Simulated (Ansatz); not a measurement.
# SnH3Cl (SnClH3) at 6 levels

We compute a comparison of 6 runs (HF/STO-3G, B3LYP/STO-3G, HSE06/STO-3G, r2SCAN/STO-3G, r2SCAN0/STO-3G, revPBE/STO-3G) of SnH3Cl (SnClH3). 

The calculation is run with Ansatz 0.2.0.

58 further runs of the same task are left out: 6 that didn't finish, 52 set aside as unsound or not needed.

## (1) The molecule

SnH3Cl has 5 atoms, charge 0, and is taken as a singlet. As SMILES, `[H][Sn]([H])([H])[Cl]`. The H5–Sn1 distance was set to 3.348 Å, away from the relaxed value. At this shape a bond of the SMILES string is far longer than usual.

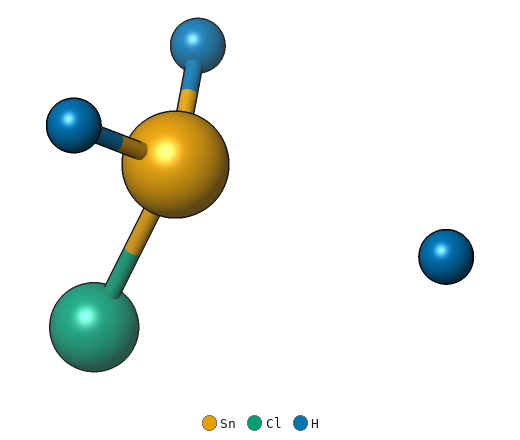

The structure, seen from a chosen angle (tin amber, chlorine teal, hydrogen blue).

## (2) A single-point energy at HF/STO-3G (run 1)

The input, in.yaml:

```yaml
basis:
  gaussian: {orbitals: STO-3G}
crystal:
  periodic: [false, false, false]
  atoms:
    - {symbol: Sn, position_ang: [0.795193, 1.374780, 0.388205]}
    - {symbol: Cl, position_ang: [0.806773, 1.354630, 2.668785]}
    - {symbol: H, position_ang: [2.381853, 1.384860, -0.144315]}
    - {symbol: H, position_ang: [-0.007817, 2.754380, -0.116305]}
    - {symbol: H, position_ang: [-0.795190, -1.373000, -0.673310]}
accuracy: high
hamiltonian: {xc: hf}
```

The run is started by

```
$ ansatz run in.yaml --threads 1 --pin off --max-ram 2610MiB --events-out events.jsonl --progress --plain --runs-dir runs
```

Output:

```text
Warning: RAYON_NUM_THREADS=1 ignored (pool sized by the plan → 1); use --threads N
Functional definition: HF
  name "HF"
  exchange = exact_x
  correlation = 0
709 factors; integrals over basis functions are off by at most 4.9e-9 eV
mean field evaluation 1: about -174676.8864 eV, gradient 1.6e1 eV
mean field evaluation 2: about -174676.8963 eV, gradient 1.6e1 eV
mean field evaluation 4: about -174681.1169 eV, gradient 1.3e0 eV
mean field evaluation 8: about -174681.1289 eV, gradient 2.7e-5 eV
mean field -174681.12892950 eV, -6419.4130850372 hartree, gradient 7.2e-9 eV, S^2 0.000000; 0 other end points of the search recorded, 0 dependent functions left out
reference -174681.12892950 eV, -6419.4130850372 hartree; 35, 35 occupied and 4, 4 virtual orbitals, 709 factors
Total energy: -174681.12892950 eV, -6419.4130850372 hartree
```

Wall time 0.62 s (1 thread of Arm Neoverse V1, shared host); peak memory 0.093 GiB.

## (3) A single-point energy at B3LYP/STO-3G (run 2)

The input, in.yaml:

```yaml
crystal:
  periodic: [false, false, false]
  atoms:
    - symbol: Sn
      position_ang: [0.795193, 1.374780, 0.388205]
    - symbol: Cl
      position_ang: [0.806773, 1.354630, 2.668785]
    - symbol: H
      position_ang: [2.381853, 1.384860, -0.144315]
    - symbol: H
      position_ang: [-0.007817, 2.754380, -0.116305]
    - symbol: H
      position_ang: [-0.795190, -1.373000, -0.673310]
basis:
  gaussian:
    orbitals: STO-3G
accuracy: high
hamiltonian:
  xc: {name: B3LYP}
```

The run is started by

```
$ ansatz run in.yaml --threads 1 --pin off --max-ram 2610MiB --events-out events.jsonl --progress --plain --runs-dir runs
```

Output:

```text
Warning: RAYON_NUM_THREADS=1 ignored (pool sized by the plan → 1); use --threads N
Functional definition: B3LYP
  name "B3LYP"
  parameter a0 = 0.2
  parameter ax = 0.72
  parameter ac = 0.81
  exchange = (1 - a0 - ax)*slater_x + ax*b88_x + a0*exact_x
  correlation = (1 - ac)*vwn_rpa_c + ac*lyp_c
709 factors; integrals over basis functions are off by at most 4.9e-9 eV
mean field evaluation 1: about -174749.1499 eV, gradient 2.2e1 eV
mean field evaluation 2: about -174744.7313 eV, gradient 1.9e1 eV
mean field evaluation 4: about -174752.1989 eV, gradient 1.6e1 eV
mean field evaluation 8: about -174755.9127 eV, gradient 1.9e-1 eV
mean field evaluation 16: about -174755.8643 eV, gradient 1.8e-3 eV
mean field -174755.86425025 eV, -6422.1595574173 hartree, gradient 1.7e-8 eV, S^2 0.000000; 0 other end points of the search recorded, 0 dependent functions left out
reference -174755.86428127 eV, -6422.1595585573 hartree; 35, 35 occupied and 4, 4 virtual orbitals, 709 factors
Total energy: -174755.86428127 eV, -6422.1595585573 hartree
```

It took 2.4 s on 1 thread of Arm Neoverse V1, shared host; peak memory 0.13 GiB.

Runs 3 to 5 aren't shown in full; the table further down has their settings and results.

## (4) A single-point energy at revPBE/STO-3G (run 6)

The input, job.yaml:

```yaml
crystal:
  periodic: [false, false, false]
  atoms:
    - symbol: Sn
      position_ang: [0.795193, 1.374780, 0.388205]
    - symbol: Cl
      position_ang: [0.806773, 1.354630, 2.668785]
    - symbol: H
      position_ang: [2.381853, 1.384860, -0.144315]
    - symbol: H
      position_ang: [-0.007817, 2.754380, -0.116305]
    - symbol: H
      position_ang: [-0.795190, -1.373000, -0.673310]
basis:
  gaussian:
    orbitals: STO-3G
hamiltonian:
  xc: {name: revPBE}
accuracy: high
```

The run is started by

```
$ ansatz run job.yaml --threads 1 --pin off --max-ram 2610MiB --events-out events.jsonl --progress --plain --runs-dir runs
```

Output:

```text
Warning: RAYON_NUM_THREADS=1 ignored (pool sized by the plan → 1); use --threads N
Functional definition: revPBE
  name "revPBE"
  parameter kappa = 1.245
  parameter beta = 0.06672455060314922
  exchange = pbe_x(kappa = kappa, mu = beta*pi^2/3)
  correlation = pbe_c(beta = beta)
709 factors; integrals over basis functions are off by at most 4.9e-9 eV
mean field evaluation 1: about -174737.1118 eV, gradient 2.4e1 eV
mean field evaluation 2: about -174731.7502 eV, gradient 2.3e1 eV
mean field evaluation 4: about -174740.9260 eV, gradient 1.7e1 eV
mean field evaluation 8: about -174744.5740 eV, gradient 3.5e0 eV
mean field evaluation 16: about -174741.6607 eV, gradient 6.0e0 eV
mean field -174744.64844879 eV, -6421.7473843161 hartree, gradient 8.4e-8 eV, S^2 0.000000; 0 other end points of the search recorded, 0 dependent functions left out
reference -174744.64845132 eV, -6421.7473844092 hartree; 35, 35 occupied and 4, 4 virtual orbitals, 709 factors
Total energy: -174744.64845132 eV, -6421.7473844092 hartree
```

Run time: 2.6 s. Hardware: 1 thread of Arm Neoverse V1, shared host; peak memory 0.11 GiB.

## (5) Overview of the runs

```csv
run,level,energy (Eh),wall time
1,HF/STO-3G,-6419.413085,0.62 s
2,B3LYP/STO-3G,-6422.159559,2.4 s
3,HSE06/STO-3G,-6421.753951,3.6 s
4,r2SCAN/STO-3G,-6422.343800,6.6 s
5,r2SCAN0/STO-3G,-6422.450111,5.7 s
6,revPBE/STO-3G,-6421.747384,2.6 s
```

## (6) Results

```
           quantity           value
run 6: total energy  -6421.74738 Eh
```

In words: Totals of different functionals can't be ranked against each other. In runs 1, 2, 3, 4, 5, 6 the basis is minimal, so the values are rough. In runs 1, 2, 3, 4, 5, 6 a closed-shell determinant meets a far-stretched bond, which it describes badly. In runs 1, 2, 3, 4, 5, 6 relativity is left out where basis or elements ask for it. All runs together took 22 s, the longest 6.6 s.
